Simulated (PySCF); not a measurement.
# 1,1-difluoroethane (C₂H₄F₂): spin-spin couplings at several levels of theory

How much do the spin-spin couplings of 1,1-difluoroethane (C₂H₄F₂) (`CC(F)F`) depend on the level of theory, and what does each level cost?

Programs: PySCF 2.14.0, with density-fitted response routines of our own. Each step states its level of theory. These are calculated values for one molecule in the gas phase, unless marked as measured. Atoms count from 0, in the outputs and in this text.

## 1. The molecule as given

8 atoms, charge 0, multiplicity 1; geometry from: PBE0-D3(BJ)/def2-SVP.

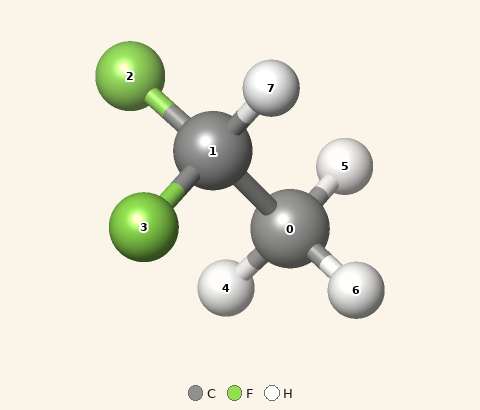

As it starts; carbon grey, fluorine green, hydrogen white, atoms numbered.

## 2. Spin-spin couplings: LDA/pcJ-1

What the job is given:

```
{"job": {"kind": "j", "xc": "LDA", "basis": "pcJ-1"}, "charge": 0, "multiplicity": 1}
C     -0.678073    -0.125410    -0.364699
C      0.607089     0.081699     0.381244
F      1.615909    -0.578550    -0.235089
F      0.932576     1.395974     0.399670
H     -0.562376     0.245399    -1.393090
H     -0.930766    -1.194144    -0.394760
H     -1.494934     0.422042     0.124929
H      0.565267    -0.269638     1.428400
```

Method: LDA/pcJ-1 indirect spin-spin coupling, non-relativistic, gas phase.

Launch:

```console
> OMP_NUM_THREADS=1 python probes_run.py task.json out
```

One launch serves the whole session: the jobs run in the order shown.

The log of the run:

```text
coarse grid: 6824 points
cycle   1  E = -276.2205735577  dE =  2.842e-01  |g| = 6.732e-01  |ddm| = 2.073e+00
cycle   2  E = -276.0798359559  dE =  1.407e-01  |g| = 1.172e+00  |ddm| = 1.056e+00
cycle   3  E = -276.2949269485  dE = -2.151e-01  |g| = 1.082e-01  |ddm| = 6.653e-01
cycle   4  E = -276.2964471774  dE = -1.520e-03  |g| = 6.507e-02  |ddm| = 9.991e-02
cycle   5  E = -276.2973312520  dE = -8.841e-04  |g| = 6.222e-03  |ddm| = 4.122e-02
cycle   6  E = -276.2973382058  dE = -6.954e-06  |g| = 2.293e-03  |ddm| = 5.836e-03
final grid: 67112 points
cycle   7  E = -276.3164470741  dE = -1.086e-04  |g| = 5.979e-03  |ddm| = 1.259e-02
cycle   8  E = -276.3164387909  dE =  8.283e-06  |g| = 8.944e-03  |ddm| = 8.772e-03
cycle   9  E = -276.3164516382  dE = -1.285e-05  |g| = 1.187e-03  |ddm| = 5.940e-03
cycle  10  E = -276.3164517517  dE = -1.135e-07  |g| = 7.072e-04  |ddm| = 8.749e-04
cycle  11  E = -276.3164518488  dE = -9.710e-08  |g| = 6.027e-05  |ddm| = 4.021e-04
cycle  12  E = -276.3164518495  dE = -6.999e-10  |g| = 1.795e-05  |ddm| = 4.784e-05
converged SCF energy = -276.3164518495

Indirect spin-spin couplings (Hz)
  i      j    bonds     total        FC       PSO       DSO        SD
  0 C    1 C    1     31.136    31.459    -1.519     0.277     0.918
  0 C    2 F    2     14.782    18.499    -4.333    -0.115     0.731
  0 C    3 F    2     14.631    18.311    -4.311    -0.116     0.747
  0 C    4 H    1    103.189   101.043     1.122     0.746     0.278
  0 C    5 H    1    102.518   100.283     1.252     0.704     0.279
  0 C    6 H    1    102.542   100.307     1.252     0.703     0.280
  0 C    7 H    2      8.017     8.171     0.024    -0.201     0.023
  1 C    2 F    1   -317.842  -317.858   -13.342     0.955    12.402
  1 C    3 F    1   -318.183  -318.137   -13.386     0.955    12.385
  1 C    4 H    2     -5.952    -5.899    -0.139     0.027     0.059
  1 C    5 H    2      0.316     0.330    -0.140     0.041     0.085
  1 C    6 H    2      0.354     0.369    -0.139     0.040     0.085
  1 C    7 H    1    143.171   142.370    -0.992     1.436     0.357
  2 F    3 F    2    185.596   -35.533   137.736    -0.817    84.211
  2 F    4 H    3     13.524    14.065     0.079    -0.257    -0.362
  2 F    5 H    3      1.271     0.255     1.561    -0.318    -0.228
  2 F    6 H    3     41.131    43.025     0.412    -2.253    -0.052
  2 F    7 H    2     50.052    52.834     1.492    -1.109    -3.164
  3 F    4 H    3     13.545    14.076     0.089    -0.259    -0.362
  3 F    5 H    3     40.921    42.821     0.408    -2.253    -0.054
  3 F    6 H    3      1.159     0.138     1.566    -0.328    -0.218
  3 F    7 H    2     50.155    52.943     1.486    -1.111    -3.164
  4 H    5 H    2     -8.628    -8.983     2.579    -2.428     0.204
  4 H    6 H    2     -8.606    -8.961     2.583    -2.431     0.203
  4 H    7 H    3      8.887     9.031     2.834    -2.983     0.005
  5 H    6 H    2     -9.047    -9.408     2.690    -2.538     0.209
  5 H    7 H    3      1.477     1.457     0.381    -0.449     0.089
  6 H    7 H    3      1.480     1.460     0.383    -0.451     0.088
```

Run time: 5 s. Hardware: 1 thread of Arm Neoverse V2, shared host; peak memory 0.42 GiB.

A choice of the couplings up to four bonds, sorted by the number of bonds, with means over like pairs; isotopes 13C, 19F, 1H:

| pair | bonds | J (Hz) | Fermi contact (Hz) |
| --- | --- | --- | --- |
| C1–F2 | 1 | -318.0 | -318.0 |
| C1–H7 | 1 | 143.2 | 142.4 |
| C0–H4 | 1 | 102.7 | 100.5 |
| C0–C1 | 1 | 31.1 | 31.5 |
| F2–F3 | 2 | 185.6 | -35.5 |
| F2–H7 | 2 | 50.1 | 52.9 |
| C0–F2 | 2 | 14.7 | 18.4 |
| H4–H5 | 2 | -8.8 | -9.1 |
| C0–H7 | 2 | 8.0 | 8.2 |
| C1–H4 | 2 | -1.8 | -1.7 |
| F2–H4 | 3 | 18.6 | 19.1 |
| H4–H7 | 3 | 3.9 | 4.0 |

Means hide unlike values in this fixed geometry: C1–H4 from -6.0 to 0.4 Hz; F2–H4 from 1.2 to 41.1 Hz; H4–H7 from 1.5 to 8.9 Hz. They hold only if the pairs exchange fast.

## 3. Spin-spin couplings: PBE/pcJ-1

Settings changed since step 2:

```diff
@@ -1,2 +1,2 @@
-{"job": {"kind": "j", "xc": "LDA", "basis": "pcJ-1"}, "charge": 0, "multiplicity": 1}
+{"job": {"kind": "j", "xc": "PBE", "basis": "pcJ-1"}, "charge": 0, "multiplicity": 1}
 C     -0.678073    -0.125410    -0.364699
```

Level: PBE/pcJ-1 indirect spin-spin coupling, non-relativistic, gas phase.

The log of the run:

```text
coarse grid: 6824 points
cycle   1  E = -277.8924958298  dE =  3.049e-01  |g| = 6.956e-01  |ddm| = 2.072e+00
cycle   2  E = -277.7443087327  dE =  1.482e-01  |g| = 1.210e+00  |ddm| = 1.092e+00
cycle   3  E = -277.9703594182  dE = -2.261e-01  |g| = 1.062e-01  |ddm| = 6.965e-01
cycle   4  E = -277.9722031493  dE = -1.844e-03  |g| = 5.327e-02  |ddm| = 9.627e-02
cycle   5  E = -277.9728069029  dE = -6.038e-04  |g| = 6.020e-03  |ddm| = 3.448e-02
cycle   6  E = -277.9728134996  dE = -6.597e-06  |g| = 2.183e-03  |ddm| = 5.471e-03
final grid: 67112 points
cycle   7  E = -278.0206058745  dE = -1.653e-04  |g| = 1.258e-02  |ddm| = 1.938e-02
cycle   8  E = -278.0205427801  dE =  6.309e-05  |g| = 2.312e-02  |ddm| = 1.967e-02
cycle   9  E = -278.0206346869  dE = -9.191e-05  |g| = 1.363e-03  |ddm| = 1.257e-02
cycle  10  E = -278.0206349490  dE = -2.621e-07  |g| = 7.355e-04  |ddm| = 1.345e-03
cycle  11  E = -278.0206350547  dE = -1.057e-07  |g| = 7.223e-05  |ddm| = 4.484e-04
cycle  12  E = -278.0206350556  dE = -9.081e-10  |g| = 2.913e-05  |ddm| = 7.413e-05
converged SCF energy = -278.0206350556

Indirect spin-spin couplings (Hz)
  i      j    bonds     total        FC       PSO       DSO        SD
  0 C    1 C    1     42.259    42.432    -1.447     0.277     0.997
  0 C    2 F    2     19.933    23.464    -4.145    -0.114     0.728
  0 C    3 F    2     19.813    23.307    -4.126    -0.116     0.747
  0 C    4 H    1    123.818   121.819     1.028     0.740     0.230
  0 C    5 H    1    122.739   120.660     1.154     0.698     0.227
  0 C    6 H    1    122.770   120.691     1.154     0.698     0.228
  0 C    7 H    2      8.603     8.741     0.031    -0.201     0.033
  1 C    2 F    1   -328.169  -327.220   -14.711     0.958    12.804
  1 C    3 F    1   -328.505  -327.498   -14.751     0.958    12.786
  1 C    4 H    2     -8.012    -7.984    -0.129     0.027     0.075
  1 C    5 H    2     -0.833    -0.840    -0.136     0.041     0.102
  1 C    6 H    2     -0.792    -0.799    -0.135     0.039     0.103
  1 C    7 H    1    169.316   168.545    -0.997     1.431     0.337
  2 F    3 F    2    207.060    -6.676   126.687    -0.815    87.864
  2 F    4 H    3     12.366    12.921     0.074    -0.257    -0.373
  2 F    5 H    3      1.322     0.457     1.441    -0.318    -0.258
  2 F    6 H    3     42.677    44.549     0.468    -2.253    -0.088
  2 F    7 H    2     59.701    62.874     1.412    -1.110    -3.474
  3 F    4 H    3     12.389    12.937     0.084    -0.259    -0.373
  3 F    5 H    3     42.461    44.337     0.464    -2.253    -0.089
  3 F    6 H    3      1.202     0.332     1.446    -0.328    -0.248
  3 F    7 H    2     59.805    62.984     1.407    -1.111    -3.474
  4 H    5 H    2    -12.483   -12.847     2.588    -2.436     0.212
  4 H    6 H    2    -12.454   -12.818     2.592    -2.439     0.211
  4 H    7 H    3     10.686    10.826     2.841    -2.985     0.005
  5 H    6 H    2    -12.892   -13.261     2.698    -2.545     0.217
  5 H    7 H    3      1.640     1.610     0.387    -0.451     0.095
  6 H    7 H    3      1.642     1.612     0.389    -0.453     0.095
```

It took 8.2 s on 1 thread of Arm Neoverse V2, shared host; peak memory 0.41 GiB.

This run: J(C1,F2) -328.3 Hz, J(F2,F3) 207.1 Hz, J(C1,H7) 169.3 Hz (means over like pairs).

## 4. J couplings: KT2/pcJ-1

Settings changed since step 3:

```diff
@@ -1,2 +1,2 @@
-{"job": {"kind": "j", "xc": "PBE", "basis": "pcJ-1"}, "charge": 0, "multiplicity": 1}
+{"job": {"kind": "j", "xc": "KT2", "basis": "pcJ-1"}, "charge": 0, "multiplicity": 1}
 C     -0.678073    -0.125410    -0.364699
```

With the program's defaults for keys left out, this is: KT2/pcJ-1 indirect spin-spin coupling, non-relativistic, gas phase.

The log of the run:

```text
coarse grid: 6824 points
cycle   1  E = -282.0495425810  dE =  3.402e-01  |g| = 8.748e-01  |ddm| = 2.046e+00
cycle   2  E = -281.8187188031  dE =  2.308e-01  |g| = 1.516e+00  |ddm| = 1.396e+00
cycle   3  E = -282.1615475061  dE = -3.428e-01  |g| = 1.209e-01  |ddm| = 9.664e-01
cycle   4  E = -282.1643263563  dE = -2.779e-03  |g| = 4.931e-02  |ddm| = 1.100e-01
cycle   5  E = -282.1648896561  dE = -5.633e-04  |g| = 6.554e-03  |ddm| = 3.457e-02
cycle   6  E = -282.1648977568  dE = -8.101e-06  |g| = 2.164e-03  |ddm| = 5.845e-03
final grid: 67112 points
cycle   7  E = -282.2541589035  dE = -5.579e-04  |g| = 3.708e-02  |ddm| = 3.368e-02
cycle   8  E = -282.2537219640  dE =  4.369e-04  |g| = 6.442e-02  |ddm| = 4.935e-02
cycle   9  E = -282.2543492894  dE = -6.273e-04  |g| = 1.940e-03  |ddm| = 3.403e-02
cycle  10  E = -282.2543498254  dE = -5.360e-07  |g| = 4.760e-04  |ddm| = 1.585e-03
cycle  11  E = -282.2543498747  dE = -4.922e-08  |g| = 1.224e-04  |ddm| = 4.672e-04
cycle  12  E = -282.2543498779  dE = -3.254e-09  |g| = 3.490e-05  |ddm| = 9.634e-05
cycle  13  E = -282.2543498781  dE = -1.680e-10  |g| = 1.589e-05  |ddm| = 2.921e-05
converged SCF energy = -282.2543498781

Indirect spin-spin couplings (Hz)
  i      j    bonds     total        FC       PSO       DSO        SD
  0 C    1 C    1     32.321    32.406    -1.357     0.277     0.996
  0 C    2 F    2     13.365    16.821    -4.168    -0.115     0.827
  0 C    3 F    2     13.230    16.648    -4.149    -0.116     0.847
  0 C    4 H    1    129.431   127.539     0.956     0.725     0.211
  0 C    5 H    1    128.851   126.885     1.074     0.683     0.209
  0 C    6 H    1    128.887   126.921     1.074     0.683     0.210
  0 C    7 H    2     10.153    10.291     0.033    -0.203     0.032
  1 C    2 F    1   -327.619  -327.672   -14.160     0.958    13.255
  1 C    3 F    1   -327.976  -327.974   -14.197     0.958    13.236
  1 C    4 H    2     -9.986    -9.964    -0.120     0.025     0.073
  1 C    5 H    2     -1.064    -1.066    -0.131     0.039     0.095
  1 C    6 H    2     -1.015    -1.018    -0.130     0.037     0.096
  1 C    7 H    1    181.631   180.968    -0.999     1.415     0.247
  2 F    3 F    2    175.411   -45.595   116.650    -0.819   105.175
  2 F    4 H    3     11.620    12.288     0.049    -0.264    -0.452
  2 F    5 H    3     -0.142    -0.920     1.408    -0.325    -0.304
  2 F    6 H    3     45.860    47.713     0.500    -2.258    -0.095
  2 F    7 H    2     64.015    67.918     1.225    -1.126    -4.002
  3 F    4 H    3     11.641    12.299     0.059    -0.266    -0.452
  3 F    5 H    3     45.616    47.474     0.496    -2.257    -0.096
  3 F    6 H    3     -0.248    -1.032     1.413    -0.335    -0.294
  3 F    7 H    2     64.133    68.041     1.221    -1.127    -4.002
  4 H    5 H    2    -17.263   -17.644     2.606    -2.464     0.239
  4 H    6 H    2    -17.226   -17.607     2.610    -2.467     0.238
  4 H    7 H    3     13.589    13.735     2.844    -2.994     0.004
  5 H    6 H    2    -17.746   -18.133     2.717    -2.573     0.244
  5 H    7 H    3      1.551     1.518     0.393    -0.461     0.101
  6 H    7 H    3      1.554     1.521     0.395    -0.463     0.101
```

Run time: 8.8 s. Hardware: 1 thread of Arm Neoverse V2, shared host; peak memory 0.41 GiB.

This run: J(C1,F2) -327.8 Hz, J(C1,H7) 181.6 Hz, J(F2,F3) 175.4 Hz (means over like pairs).

## 5. Spin-spin couplings: PBE0/pcJ-1

Settings changed since step 4:

```diff
@@ -1,2 +1,2 @@
-{"job": {"kind": "j", "xc": "KT2", "basis": "pcJ-1"}, "charge": 0, "multiplicity": 1}
+{"job": {"kind": "j", "xc": "PBE0", "basis": "pcJ-1"}, "charge": 0, "multiplicity": 1}
 C     -0.678073    -0.125410    -0.364699
```

Method: PBE0/pcJ-1 indirect spin-spin coupling, non-relativistic, gas phase.

The log of the run:

```text
coarse grid: 6824 points
cycle   1  E = -277.9216537213  dE =  3.443e-01  |g| = 6.624e-01  |ddm| = 2.031e+00
cycle   2  E = -277.8672553034  dE =  5.440e-02  |g| = 9.242e-01  |ddm| = 7.662e-01
cycle   3  E = -277.9925657796  dE = -1.253e-01  |g| = 5.491e-02  |ddm| = 4.464e-01
cycle   4  E = -277.9930010419  dE = -4.353e-04  |g| = 2.873e-02  |ddm| = 4.557e-02
cycle   5  E = -277.9931802446  dE = -1.792e-04  |g| = 2.717e-03  |ddm| = 1.917e-02
cycle   6  E = -277.9931815673  dE = -1.323e-06  |g| = 4.731e-04  |ddm| = 1.739e-03
final grid: 67112 points
cycle   7  E = -278.0283930287  dE = -1.032e-04  |g| = 6.353e-03  |ddm| = 1.397e-02
cycle   8  E = -278.0283880789  dE =  4.950e-06  |g| = 8.530e-03  |ddm| = 8.240e-03
cycle   9  E = -278.0284009886  dE = -1.291e-05  |g| = 6.425e-04  |ddm| = 4.308e-03
cycle  10  E = -278.0284010415  dE = -5.295e-08  |g| = 3.187e-04  |ddm| = 5.834e-04
cycle  11  E = -278.0284010591  dE = -1.759e-08  |g| = 2.672e-05  |ddm| = 1.884e-04
cycle  12  E = -278.0284010592  dE = -1.212e-10  |g| = 1.014e-05  |ddm| = 2.093e-05
converged SCF energy = -278.0284010592

Indirect spin-spin couplings (Hz)
  i      j    bonds     total        FC       PSO       DSO        SD
  0 C    1 C    1     47.679    47.739    -1.381     0.276     1.046
  0 C    2 F    2     23.543    26.566    -3.655    -0.115     0.748
  0 C    3 F    2     23.427    26.413    -3.636    -0.116     0.766
  0 C    4 H    1    127.718   125.864     0.983     0.732     0.139
  0 C    5 H    1    126.514   124.587     1.103     0.690     0.133
  0 C    6 H    1    126.547   124.620     1.103     0.690     0.134
  0 C    7 H    2      6.585     6.713     0.046    -0.204     0.030
  1 C    2 F    1   -292.022  -295.372   -11.205     0.958    13.597
  1 C    3 F    1   -292.337  -295.627   -11.246     0.958    13.578
  1 C    4 H    2     -9.457    -9.442    -0.115     0.025     0.075
  1 C    5 H    2     -2.283    -2.301    -0.122     0.039     0.101
  1 C    6 H    2     -2.240    -2.258    -0.121     0.037     0.102
  1 C    7 H    1    175.599   174.931    -0.976     1.413     0.230
  2 F    3 F    2    263.373    53.471   124.971    -0.814    85.744
  2 F    4 H    3     11.454    12.005     0.122    -0.261    -0.413
  2 F    5 H    3      1.823     0.914     1.524    -0.323    -0.291
  2 F    6 H    3     44.254    45.983     0.689    -2.254    -0.163
  2 F    7 H    2     60.962    63.937     1.848    -1.121    -3.703
  3 F    4 H    3     11.472    12.017     0.131    -0.262    -0.413
  3 F    5 H    3     44.030    45.763     0.685    -2.254    -0.163
  3 F    6 H    3      1.697     0.782     1.529    -0.333    -0.282
  3 F    7 H    2     61.074    64.054     1.844    -1.122    -3.703
  4 H    5 H    2    -14.647   -15.003     2.579    -2.456     0.233
  4 H    6 H    2    -14.616   -14.972     2.583    -2.460     0.233
  4 H    7 H    3     11.058    11.194     2.846    -2.991     0.010
  5 H    6 H    2    -15.041   -15.402     2.688    -2.565     0.238
  5 H    7 H    3      1.755     1.724     0.394    -0.460     0.097
  6 H    7 H    3      1.757     1.727     0.396    -0.462     0.097
```

Wall time 12 s (1 thread of Arm Neoverse V2, shared host); peak memory 0.6 GiB.

Key values: J(C1,F2) -292.2 Hz, J(F2,F3) 263.4 Hz, J(C1,H7) 175.6 Hz (means over like pairs).

## 6. J couplings: B97-2/pcJ-1

Settings changed since step 5:

```diff
@@ -1,2 +1,2 @@
-{"job": {"kind": "j", "xc": "PBE0", "basis": "pcJ-1"}, "charge": 0, "multiplicity": 1}
+{"job": {"kind": "j", "xc": "B97-2", "basis": "pcJ-1"}, "charge": 0, "multiplicity": 1}
 C     -0.678073    -0.125410    -0.364699
```

With the program's defaults for keys left out, this is: B97-2/pcJ-1 indirect spin-spin coupling, non-relativistic, gas phase.

The log of the run:

```text
coarse grid: 6824 points
cycle   1  E = -278.1211489417  dE =  3.380e-01  |g| = 7.048e-01  |ddm| = 2.037e+00
cycle   2  E = -278.0498507770  dE =  7.130e-02  |g| = 1.014e+00  |ddm| = 8.383e-01
cycle   3  E = -278.1995989573  dE = -1.497e-01  |g| = 5.845e-02  |ddm| = 5.000e-01
cycle   4  E = -278.2001379516  dE = -5.390e-04  |g| = 3.001e-02  |ddm| = 5.071e-02
cycle   5  E = -278.2003366515  dE = -1.987e-04  |g| = 2.735e-03  |ddm| = 2.000e-02
cycle   6  E = -278.2003379645  dE = -1.313e-06  |g| = 5.944e-04  |ddm| = 1.888e-03
final grid: 67112 points
cycle   7  E = -278.2278694834  dE = -1.135e-04  |g| = 1.032e-02  |ddm| = 1.680e-02
cycle   8  E = -278.2278585079  dE =  1.098e-05  |g| = 1.326e-02  |ddm| = 1.024e-02
cycle   9  E = -278.2278813508  dE = -2.284e-05  |g| = 8.804e-04  |ddm| = 6.502e-03
cycle  10  E = -278.2278814743  dE = -1.235e-07  |g| = 3.173e-04  |ddm| = 6.212e-04
cycle  11  E = -278.2278814968  dE = -2.245e-08  |g| = 1.921e-05  |ddm| = 2.279e-04
cycle  12  E = -278.2278814969  dE = -5.849e-11  |g| = 8.234e-06  |ddm| = 1.679e-05
converged SCF energy = -278.2278814969

Indirect spin-spin couplings (Hz)
  i      j    bonds     total        FC       PSO       DSO        SD
  0 C    1 C    1     46.841    46.983    -1.369     0.276     0.951
  0 C    2 F    2     21.787    24.688    -3.560    -0.115     0.773
  0 C    3 F    2     21.650    24.517    -3.541    -0.116     0.790
  0 C    4 H    1    122.247   120.351     0.950     0.729     0.217
  0 C    5 H    1    120.997   119.026     1.069     0.688     0.214
  0 C    6 H    1    121.033   119.061     1.069     0.687     0.215
  0 C    7 H    2      6.956     7.088     0.048    -0.204     0.024
  1 C    2 F    1   -286.857  -288.764   -11.804     0.957    12.754
  1 C    3 F    1   -287.176  -289.023   -11.844     0.957    12.734
  1 C    4 H    2     -8.372    -8.348    -0.114     0.025     0.065
  1 C    5 H    2     -1.490    -1.486    -0.123     0.039     0.080
  1 C    6 H    2     -1.444    -1.440    -0.122     0.037     0.081
  1 C    7 H    1    168.346   167.597    -0.988     1.411     0.327
  2 F    3 F    2    234.364    31.040   121.307    -0.815    82.832
  2 F    4 H    3     11.257    11.793     0.117    -0.261    -0.391
  2 F    5 H    3      1.714     0.853     1.483    -0.323    -0.299
  2 F    6 H    3     42.276    43.947     0.715    -2.255    -0.131
  2 F    7 H    2     55.452    58.152     1.793    -1.123    -3.370
  3 F    4 H    3     11.267    11.794     0.126    -0.262    -0.391
  3 F    5 H    3     42.071    43.747     0.711    -2.255    -0.132
  3 F    6 H    3      1.593     0.727     1.489    -0.333    -0.290
  3 F    7 H    2     55.558    58.265     1.789    -1.124    -3.371
  4 H    5 H    2    -12.510   -12.850     2.585    -2.461     0.216
  4 H    6 H    2    -12.481   -12.821     2.589    -2.465     0.216
  4 H    7 H    3     10.275    10.402     2.849    -2.993     0.017
  5 H    6 H    2    -12.873   -13.219     2.694    -2.570     0.221
  5 H    7 H    3      1.708     1.689     0.396    -0.461     0.085
  6 H    7 H    3      1.711     1.691     0.398    -0.463     0.085
```

Run time: 12 s. Hardware: 1 thread of Arm Neoverse V2, shared host; peak memory 0.62 GiB.

This run: J(C1,F2) -287.0 Hz, J(F2,F3) 234.4 Hz, J(C1,H7) 168.3 Hz (means over like pairs).

[end of part 1 of 2]
